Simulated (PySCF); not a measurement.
C7H15NOSi

```xyz
25

C     4.2895    0.6364    0.3705
C     3.2094    1.2067    0.9145
O     1.9230    0.9073    0.6686
Si    1.3120   -0.1771   -0.4825
N    -0.3963   -0.0813   -0.4757
C    -1.0844    1.1262   -0.9299
C    -2.2133    1.3060    0.0773
C    -2.6054   -0.1359    0.3637
C    -1.2656   -0.8805    0.4055
C    -1.3710   -2.3339   -0.0248
H     5.2826    0.9806    0.6623
H     4.2274   -0.1706   -0.3648
H     3.3078    2.0115    1.6529
H     1.7349   -1.5574   -0.1159
H     1.8639    0.2399   -1.8029
H    -0.4075    1.9955   -0.9587
H    -1.4948    0.9976   -1.9505
H    -1.8249    1.7859    0.9903
H    -3.0407    1.9209   -0.3064
H    -3.1820   -0.2680    1.2908
H    -3.2172   -0.5295   -0.4663
H    -0.8810   -0.8495    1.4441
H    -0.3970   -2.8426    0.0313
H    -1.7299   -2.3981   -1.0638
H    -2.0726   -2.8823    0.6236
```

Geometry: PBE0-D3(BJ)/def2-SVP.

These are results of PySCF, PBE0/pcSseg-1, SCF density, gas phase, non-relativistic, not measurements.

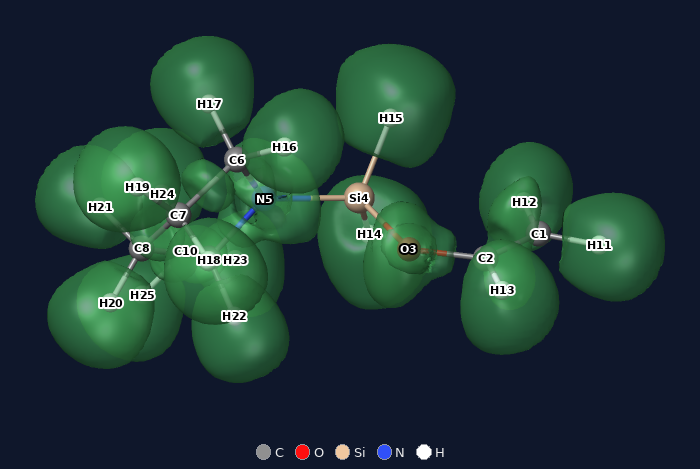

Figure 1. Isosurface of the electron localisation function at 0.75 (green), seen from one side. Only the valence region is drawn (cores and ρ < 0.01 e/Å³ removed).

> Describe the localisation domains.

The ELF exceeds this value in five regions between bonded C–C atoms (shared pairs), 15 regions around hydrogen nuclei, one region on N in which the atom's valence shell and bonds are merged and one region on O in which the atom's valence shell and bonds are merged. Profiles from the grid: C–C (1.34 Å): the ELF peaks at about 0.95 between the atoms: a short, multiple covalent bond. C–O (1.34 Å): the ELF peaks at about 0.90 between the atoms, as expected for a shared but strongly polarised pair.

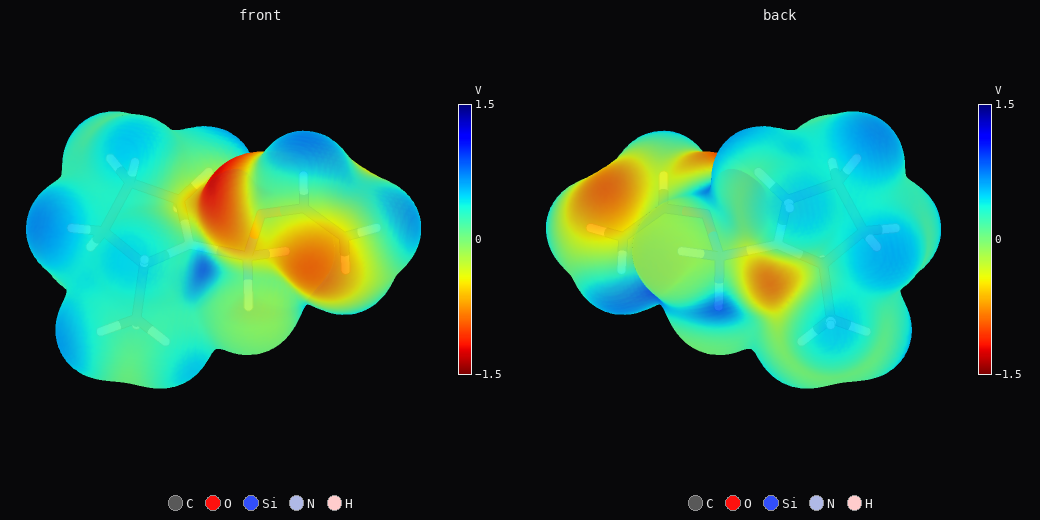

Figure 2. The electrostatic potential painted on the density surface at 0.002 e/bohr³, seen from the front and from behind; the colour scale runs from red (negative) to blue (positive).

> Where is the surface potential most negative and most positive?

The most negative region (about −1.2 V, or −28 kcal/mol for a unit charge) lies over O3, the most positive (about +0.8 V, or +18 kcal/mol for a unit charge) over Si4, H12 and H13. O3 is the likeliest acceptor of a hydrogen bond.

> What dipole moment does the calculation give?

Its dipole moment is 1.52 D.

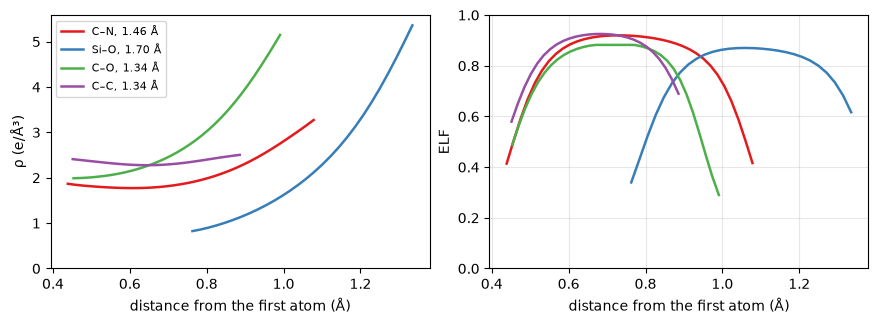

Figure 3. Electron density and electron localisation function along straight lines between neighbouring atoms. The curves leave out the atomic cores.

> What can be read from the curves?

C–N (1.46 Å): the density is about 1.9 e/Å³ at the midpoint; the ELF peaks at about 0.90 between the atoms: a shared electron pair.
Si–O (1.70 Å): ρ is about 1 e/Å³ halfway; the ELF peaks at about 0.85 between the atoms (a shared but strongly polarised pair).
C–O (1.34 Å): ρ is about 2.3 e/Å³ halfway; the ELF peaks at about 0.90 between the atoms, as expected for a polar covalent bond.
C–C (1.34 Å): ρ is about 2.3 e/Å³ halfway; the ELF peaks at about 0.95 between the atoms; a short, multiple covalent bond.
